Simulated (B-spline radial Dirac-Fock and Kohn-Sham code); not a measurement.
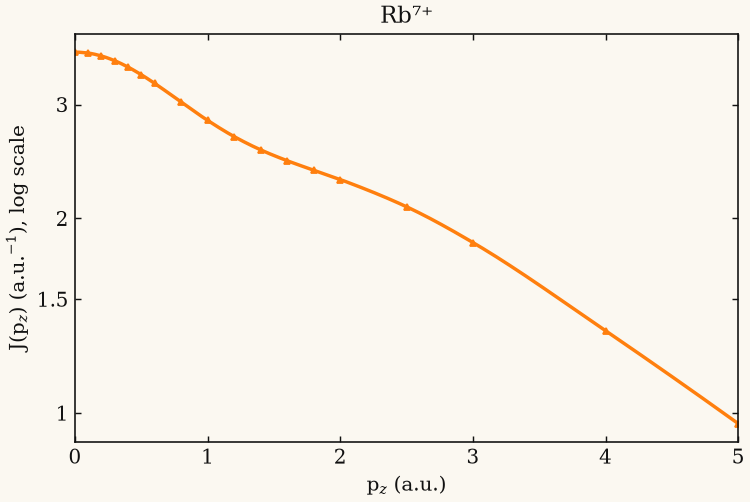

The total Compton profile J(pz). System: the ion Rb⁷⁺. Computed with a B-spline radial code: the impulse approximation on the Dirac–Fock momentum density (average of configuration).

### What is the half width at half maximum?

About 3.1 a.u.

### What is the area under the whole profile, from −∞ to ∞?

30, the number of electrons.

### What is the peak value?

J(0) = 3.62 a.u.⁻¹.
